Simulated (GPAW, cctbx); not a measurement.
# ScPtC2: deformation density and structure factors from DFT

Question: by how much does bonding change the X-ray structure factors of ScPtC2, how firmly does DFT give the change, and what does a routine refinement make of it?

The start was made by putting kin elements into a known structure type; the compound need not exist, or be stable, in this form. All numbers below are calculated.

## Step 1: Relax the structure

The density hangs on the geometry, so cell and atoms are relaxed first, with the symmetry held. The cutoff is set higher than for the density because stress converges slowly with plane waves.

Settings: GPAW 26.7.0, PBE, 670 eV, 6×6×3 k-points (along the axes of the calculation cell), Fermi–Dirac width 0.1 eV, BFGS to 0.03 eV/Å.

```text
cell
1.0
     3.448000000    0.000000000    0.000000000
     0.000000000    3.448000000    0.000000000
     0.000000000    0.000000000    7.456000000
Pt Sc C
2 2 4
Direct
0.500000000 0.500000000 0.000000000
0.000000000 0.000000000 0.000000000
0.500000000 0.000000000 0.354800000
0.000000000 0.500000000 0.645200000
0.500000000 0.000000000 0.647000000
0.000000000 0.500000000 0.353000000
0.500000000 0.000000000 0.837900000
0.000000000 0.500000000 0.162100000
```

```console
$ OMP_NUM_THREADS=1 mpirun -n 4 gpaw python run.py > gpaw.log
```

```text
BFGS:    0      -57.096555        4.838417
BFGS:    1      -57.764246        2.577287
BFGS:    2      -58.267977        2.176254
BFGS:    3      -58.797683        0.856024
...
BFGS:   15      -59.036407        0.078810
BFGS:   16      -59.037274        0.038803
BFGS:   17      -59.037480        0.012696
cell  3.6712 3.6712 7.4281  90.00 90.00 90.00
volume 100.115 A^3, largest force 0.013 eV/A, largest stress 0.10 GPa
```

The cell moved far, while the k-mesh and basis were chosen for the start, so the final shape may be somewhat biased.

After 17 steps the volume has changed by +12.9 % and the energy by -1.941 eV; the largest stress left is 0.10 GPa. It took 7 min on 4 cores of Intel(R) Xeon(R) Platinum 8488C (Sapphire Rapids) (shared host), peak memory 1.4 GiB.

Relaxed structure: P4/nmm (no. 129, origin choice 1), a = 3.6712 Å, b = 3.6712 Å, c = 7.4281 Å, α = 90.00°, β = 90.00°, γ = 90.00°.

| atom | mult. | x | y | z |
| --- | --- | --- | --- | --- |
| Pt1 | 2 | 1/2 | 1/2 | 0 |
| Sc1 | 2 | 1/2 | 0 | 0.3471 |
| C1 | 2 | 1/2 | 0 | 0.6366 |
| C2 | 2 | 1/2 | 0 | 0.8186 |

## Step 2: Density and charge transfer

X-rays see the whole electron density, so the PAW density is rebuilt with its core regions. Subtracting spherical free atoms from the same code cancels the cores and leaves the deformation density Δρ, the part due to bonding.

Settings: PBE, 550 eV, 6×6×3 k-points (along the axes of the calculation cell), Fermi–Dirac width 0.1 eV; primitive cell of 8 atoms.

```console
$ OMP_NUM_THREADS=1 mpirun -n 4 gpaw python run.py > gpaw.log
```

```text
|iter:   1|       0s |  -69.029475 | +0.96 |       |
|iter:   2|       1s |  -63.593505 | -0.02 | -0.92 |
|iter:   3|       1s |  -59.506222 | +0.18 | -1.04 |
...
|iter:  30|      21s |  -58.989239c| -7.06 | -6.97c|
|iter:  31|      22s |  -58.989239c| -7.32 | -7.18c|
|iter:  32|      22s |  -58.989239c| -7.41c| -7.08c|
```

```text
grid (40, 40, 84)  electrons 222.000  moved by bonding 1.736 e
deformation density beyond 0.5 A of the nuclei: max 0.707, min -0.289 e/A^3
atom        x       y       z   Voronoi charge  moment
Pt1    0.5000  0.5000  0.0000      0.167       0.00
Pt2    0.0000  0.0000  0.0000      0.167       0.00
Sc3    0.5000  0.0000  0.3471      0.336       0.00
Sc4    0.0000  0.5000  0.6529      0.336       0.00
C 5    0.5000  0.0000  0.6366     -0.341       0.00
C 6    0.0000  0.5000  0.3634     -0.341       0.00
C 7    0.5000  0.0000  0.8186     -0.162       0.00
C 8    0.0000  0.5000  0.1814     -0.162       0.00
mean inner potential of superposed free atoms 23.768 V
total magnetic moment 0.000 muB
```

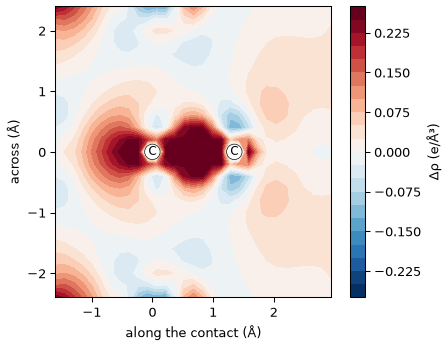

Deformation density in a plane through the shortest contact of the C atom at the origin; red gains electrons, blue loses them.

C gains most (-0.25 e) and Sc loses most (+0.34 e), in averages over each element's sites, as electronegativity suggests. Such charges fall far short of formal ones, since overlapping free atoms already put density on their neighbours. Along the shortest contact from the C atom at the map's origin, C–C at 1.35 Å, Δρ is +0.70 e/Å³ at the midpoint: a bond charge, the mark of covalency. At the midpoints of other shortest contacts it is +0.10 (Sc–C, 2.15 Å), +0.04 (Pt–C, 2.28 Å), +0.04 (Pt–Pt, 2.60 Å) and +0.01 (Pt–Sc, 3.17 Å) e/Å³. Point values carry grid noise of about 0.01 e/Å³. The run needed 32 iterations, 32 s.

## Step 3: Structure factors

The Fourier components of Δρ, added to those of the free atoms, give the static X-ray structure factors; the Mott–Bethe relation turns them into the Fourier components V of the potential that fast electrons feel.

```text
static structure factors of the conventional cell: F in electrons, V (Mott-Bethe) in volts
   h  k  l      d  |F| table  |F| free   |F| DFT   change   |V| free  |V| DFT  change %
   0  0  1  7.4281   127.192   127.079   126.787   -0.292     5.096    5.834     14.5
   0  0  2  3.7140   124.094   123.988   123.890   -0.098     5.083    5.144      1.2
   1  0  1  3.2912    12.928    12.936    12.222   -0.713     0.742    1.096     47.7
   1  0  2  2.6109    27.205    27.145    26.648   -0.497     2.979    3.134      5.2
   1  1  0  2.5959    88.416    88.393    87.305   -1.088     0.496    0.832     67.7
   0  0  3  2.4760   160.558   160.419   159.842   -0.577     9.755    9.917      1.7
   1  1  1  2.4506   150.777   150.667   150.686    0.019     8.864    8.858     -0.1
   1  1  2  2.1277   141.652   141.555   141.466   -0.089     7.961    7.979      0.2
   1  0  3  2.0528     5.574     5.560     5.420   -0.140     0.406    0.433      6.6
   0  0  4  1.8570    95.404    95.277    95.111   -0.166     2.414    2.440      1.1
   2  0  0  1.8356   158.446   158.332   158.525    0.193     9.822    9.792     -0.3
   1  1  3  1.7917    95.859    95.743    95.485   -0.258     3.099    3.137      1.2
   2  0  1  1.7820   103.987   103.857   103.613   -0.244     3.669    3.705      1.0
   1  0  4  1.6571    19.436    19.446    19.434   -0.012     2.014    2.016      0.1
```

The largest X-ray change is -1.09 e on 110, 1.2 % of |F|. For electrons V goes as (Z − F)/g², so a change of F counts against Z − F, which is small at low angle and wherever the atoms' terms cancel: |V| of 110 moves by +67.7 % (0.50 to 0.83 V) against -1.2 % in |F|. The tabulated Hartree–Fock atoms differ from the free DFT atoms by up to 0.14 e, so the choice of reference atom matters too.

## Step 4: Convergence

Cutoff and k-mesh: one is changed at a time, to find what the result needs.

| run | ΔF 110 (e) | ΔF 101 (e) | ΔF 003 (e) | q(C) (e) | moved (e) | time |
| --- | --- | --- | --- | --- | --- | --- |
| 550 eV 6×6×3 | -1.088 | -0.713 | -0.577 | -0.252 | 1.736 | 32 s |
| 250 eV 6×6×3 | -0.980 | -0.624 | -0.594 | -0.239 | 1.783 | 14 s |
| 350 eV 6×6×3 | -1.072 | -0.702 | -0.579 | -0.253 | 1.691 | 21 s |
| 750 eV 6×6×3 | -1.089 | -0.714 | -0.578 | -0.252 | 1.709 | 50 s |
| 550 eV 2×2×1 | -1.084 | -0.692 | -0.427 | -0.239 | 1.639 | 16 s |
| 550 eV 4×4×2 | -1.090 | -0.709 | -0.579 | -0.252 | 1.738 | 27 s |

Within 0.02 e of the base on all three: 350 eV 6×6×3, 550 eV 4×4×2 and 750 eV 6×6×3. The largest error, 0.150 e, comes with 550 eV 2×2×1. The run marked unsound (smearing far too wide) gave no density. Times are from shared hosts.

## Step 5: Refining ordinary atoms against data with bonding

Routine crystallography fits spherical atoms. To see the bias, intensities are simulated from tabulated atoms plus the DFT change ΔF, so that bonding alone can misfit (4516 reflections of the full sphere, merged to the counts below, to 0.45 Å, 1 % proportional noise plus counting noise, assumed isotropic U as listed, Δρ smeared by the mean U) and refined with cctbx over different ranges.

```csv
range,data,R1,GooF,U Pt1 (true 0.0064),U Sc1 (true 0.0105),U C1 (true 0.0146),U C2 (true 0.0146),largest shift (Å),"Δρ max, min (e/Å³)"
all data,387,0.0035,1.11,0.0064,0.0105,0.0147,0.0147,0.0004,"0.71, -0.35"
"low resolution, d > 0.84",73,0.0028,1.51,0.0062,0.0102,0.0145,0.0145,0.0062,"0.33, -0.16"
"high order, d < 0.75",290,0.0038,0.97,0.0064,0.0105,0.0147,0.0147,0.0013,"0.34, -0.35"
"occupancies free, d > 0.7",118,0.0032,1.24,0.0064,0.0104,0.0165,0.0160,0.0018,"0.41, -0.21"
```

With all data GooF is 1.11, diluted by the many high-angle data; the misfit shows at low resolution; the top residual peak lies 0.49 Å from C and 0.86 Å from C. No U is off by more than 3 s.u. at low resolution. With Pt1 held at 1 and the scale free, the other occupancies refine to Sc1 1.000(0.003), C1 1.052(0.015) and C2 1.035(0.012), on sites that are all full: they absorb part of the misfit, and only ratios to the fixed site mean anything.

## Step 6: Answer

Bonding moves 1.74 e in the primitive cell of ScPtC2 and changes the structure factors of the conventional cell in the table above by at most 1.09 e (110, 1.2 %), and among reflections above 2 % of the strongest by up to 5.5 % (101). The shortest bond, C–C, has Δρ = +0.70 e/Å³ at its midpoint, a covalent bond charge. Within 0.02 e of the base on all three: 350 eV 6×6×3, 550 eV 4×4×2 and 750 eV 6×6×3. The largest error, 0.150 e, comes with 550 eV 2×2×1. With all data GooF is 1.11, diluted by the many high-angle data. Limits: static density, frozen cores, no spin–orbit coupling.

[Outputs are excerpts: Python notices, other lines and further rows are left out; steps that failed or that the build refused (PBEsol, TPSS) are not shown.]

[Logs are printed without paths, hosts, clocks, repeated set-up lines and the standing remarks that a program may print on its own settings, such as how far it seeks lower states.]
